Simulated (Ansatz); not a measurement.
## Run report: SiC₁₈, nudged elastic band (part 1 of 3)

The run: nudged elastic band of SiC₁₈ (slab, 19 atoms in the cell). Method and program: DFT PBE, scalar-relativistic, plane waves, PAW, spin-polarised (Ansatz 0.2.0).

One setting was made poor on purpose. It belongs to a series of runs on one base structure; here: band between the two ends. Figures and captions count atoms from 1; the log counts them from 0 in places.

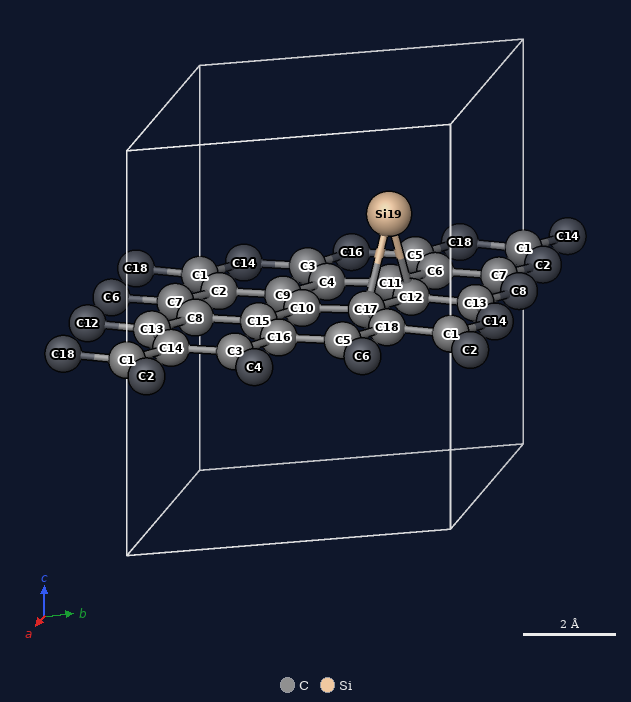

*The starting structure (ball-and-stick view of the cell of the calculation, with the vacuum cut short, seen slightly off an axis; neighbours outside the cell are drawn fainter; atoms are numbered from 1 in the order of the input). An atom can appear more than once, as a periodic image.*

Near neighbours in the periodic cell (some may lie outside the picture): C has 3 C at 1.41 to 1.44 Å; C has 3 C at 1.44 to 1.45 Å and 1 Si at 2.14 Å; Si has 2 C at 2.14 Å.

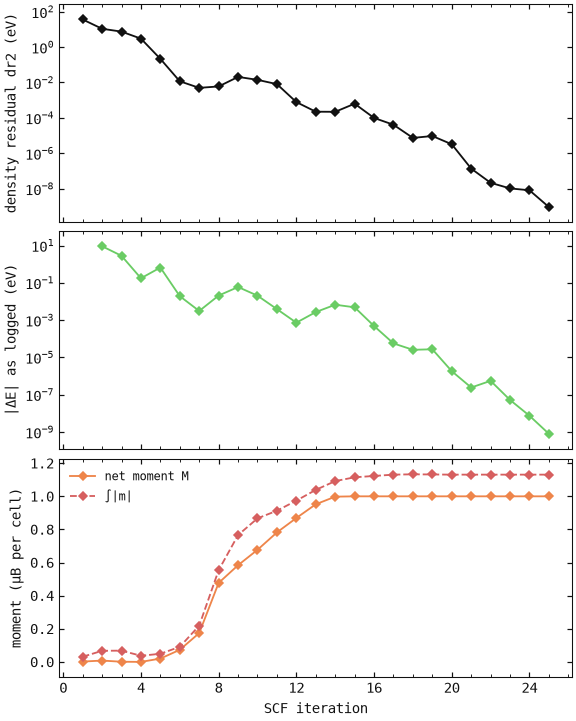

*Convergence of the self-consistent field: density residual dr2, size of the energy change and magnetic moment against the SCF iteration.*

The residual falls unevenly and jumps up by a factor of two or more 2 times on the way down. The net moment goes from 0.0 to 1.0 μB per cell.

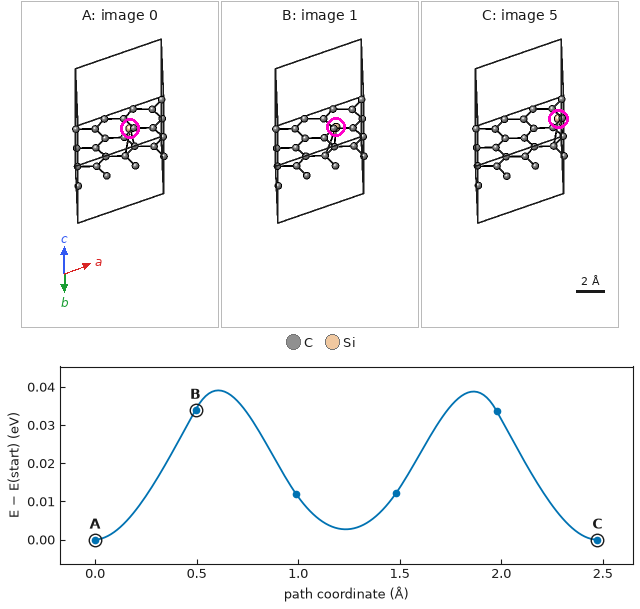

*Images of the last band (counted from 0; ball-and-stick, simulation cell, with the vacuum cut short, seen at an oblique angle), with the moving atom and its periodic copies ringed, above the energy along the path; the line is a cubic interpolation that uses the forces.*

The highest image is number 1, 0.034 eV above the start and 0.034 eV above the end; start and end have the same energy. A further maximum stands at image 4, 0.034 eV from the start, so the path isn't one elementary step. The path is 2.47 Å long, and Si19 moves most (2.47 Å). The band converged in 6 iterations.

The input that produced these results follows, with the program's output.

**Input file**
```yaml
crystal:
  lattice:
    - [7.398, 0.0, 0.0]
    - [-3.699, 6.406856, 0.0]
    - [0.0, 0.0, 11.0]
  atoms:
    - { symbol: C, position: [0.00520874, 0.00180801, 0.08658324] }
    - { symbol: C, position: [0.22679734, 0.1117343, 0.08596713] }
    - { symbol: C, position: [0.00405634, 0.33471963, 0.08592896] }
    - { symbol: C, position: [0.22566108, 0.44465681, 0.08655476] }
    - { symbol: C, position: [0.00497257, 0.6677432, 0.09093236] }
    - { symbol: C, position: [0.22582718, 0.77866736, 0.09092061] }
    - { symbol: C, position: [0.33772029, 0.00089243, 0.08928136] }
    - { symbol: C, position: [0.55997135, 0.11277063, 0.08988176] }
    - { symbol: C, position: [0.33688556, 0.33331197, 0.08608628] }
    - { symbol: C, position: [0.55796597, 0.44262952, 0.09124972] }
    - { symbol: C, position: [0.33506143, 0.66580444, 0.09226332] }
    - { symbol: C, position: [0.55906803, 0.77979624, 0.09598139] }
    - { symbol: C, position: [0.67290277, 0.00383053, 0.09128568] }
    - { symbol: C, position: [0.89398987, 0.11315705, 0.0860703] }
    - { symbol: C, position: [0.67084881, 0.33366395, 0.08986528] }
    - { symbol: C, position: [0.89312037, 0.44553578, 0.08926911] }
    - { symbol: C, position: [0.67170944, 0.6665955, 0.09598861] }
    - { symbol: C, position: [0.89573625, 0.78063102, 0.09232773] }
    - { symbol: Si, position: [0.6159267, 0.72382472, 0.27901711], spin: 0.22 }
magnetization:
  spin_polarized: true
basis:
  ecutwfc: 420.0
kpoints:
  mp_grid: { grid: [2, 2, 1] }
hamiltonian:
  xc: pbe
scf:
  occupations: { method: fermi_dirac, width: 0.02 }
  lower_state_search: "off"
  max_iter: 91
neb:
  images: 4
  f_tol: 0.05
  max_iterations: 50
  order_check: false
  climbing: false
  final_atoms:
    - { symbol: C, position: [0.0062361, 0.00383053, 0.09128568] }
    - { symbol: C, position: [0.2273232, 0.11315705, 0.0860703] }
    - { symbol: C, position: [0.00418214, 0.33366395, 0.08986528] }
    - { symbol: C, position: [0.2264537, 0.44553578, 0.08926911] }
    - { symbol: C, position: [0.00504277, 0.6665955, 0.09598861] }
    - { symbol: C, position: [0.22906958, 0.78063102, 0.09232773] }
    - { symbol: C, position: [0.33854207, 0.00180801, 0.08658324] }
    - { symbol: C, position: [0.56013067, 0.1117343, 0.08596713] }
    - { symbol: C, position: [0.33738967, 0.33471963, 0.08592896] }
    - { symbol: C, position: [0.55899441, 0.44465681, 0.08655476] }
    - { symbol: C, position: [0.3383059, 0.6677432, 0.09093236] }
    - { symbol: C, position: [0.55916051, 0.77866736, 0.09092061] }
    - { symbol: C, position: [0.67105362, 0.00089243, 0.08928136] }
    - { symbol: C, position: [0.89330468, 0.11277063, 0.08988176] }
    - { symbol: C, position: [0.67021889, 0.33331197, 0.08608628] }
    - { symbol: C, position: [0.8912993, 0.44262952, 0.09124972] }
    - { symbol: C, position: [0.66839476, 0.66580444, 0.09226332] }
    - { symbol: C, position: [0.89240136, 0.77979624, 0.09598139] }
    - { symbol: Si, position: [0.94926003, 0.72382472, 0.27901711] }
```

Command:
```bash
ansatz run input.yaml --threads 2 --pin off --max-ram 5120MiB --backend cpu --events-out ev --progress --plain --runs-dir out
```

**Output**
```
Warning: neb: disabling space-group detection — the band's intermediate images generally break the endpoint symmetry, so no spatial operation reduces the k-mesh or symmetrises the density, except that a semilocal band can use its path's symmetry ahead of convergence; time reversal is kept, so that k and −k are solved as one point where they differ and the mesh holds both, and exact exchange and, on two spinor components, a DFT+U term hold to it where the run has them: on two components no moment then forms, and a state that bears one, which a typed moment (crystal.atoms[].spin; refused beside efield: under a hybrid functional) reaches, can lie lower, under hf by electronvolts; crystal.symmetry.detect: false (a key that needs symmetry detection or time reversal refuses this as the deck is read) with time_reversal: false beside it drops time reversal too
Engine: ansatz 0.2.0, x86_64-unknown-linux-gnu
Pseudopotentials: kind: paw
Pseudopotential: C, paw, valence charge 4, recommended cutoff 420 eV (normal), C.paw.azcp
Pseudopotential: Si, paw, valence charge 4, recommended cutoff 420 eV (normal), Si.paw.azcp
Functional definition: PBE
  parameter kappa = 0.804
  parameter beta = 0.06672455060314922
  exchange = pbe_x(kappa = kappa, mu = beta*pi^2/3)
  correlation = pbe_c(beta = beta)
parallel-image band execution: 2 concurrent image workers
NEB image 0
Crystal: 19 atoms, lattice volume = 521.377 Å³
Basis set: ecut = 420 eV, 10225 PW (Γ), exchange–correlation on 100×100×150 points (8 copies of the dense FFT grid, shifted against one another)
Bands: 58, of which v1, the nominal top of the filled ones, is band 38 counted from 1 (37 counted from 0)
Symmetry: 1 space group operations
k-points: 4
Non-local potential: C, projectors of the file, l = 0: 2, l = 1: 2, l = 2: 1
Non-local potential: Si, projectors of the file, l = 0: 2, l = 1: 2, l = 2: 2
PAW form: soft (Blöchl's): semilocal exchange-correlation on the pseudo side does not see the compensation charge
PAW one-centre angular grid: C, 110 points (default); XC on 64 Gauss nodes
PAW one-centre angular grid: Si, 110 points (default); XC on 64 Gauss nodes
Initial density: superposition of atomic densities (neutral atoms: chi_scale 0, normalization atom)
Starting moments: Σ|m| = 0.22 μB on 1 of 19 sites
Initial wavefunctions: pseudopotential atomic-orbital guess
Functional: x = pbe(κ = 0.804, μ = 0.2195149727645171), c = pbe(β = 0.06672455060314922)
```
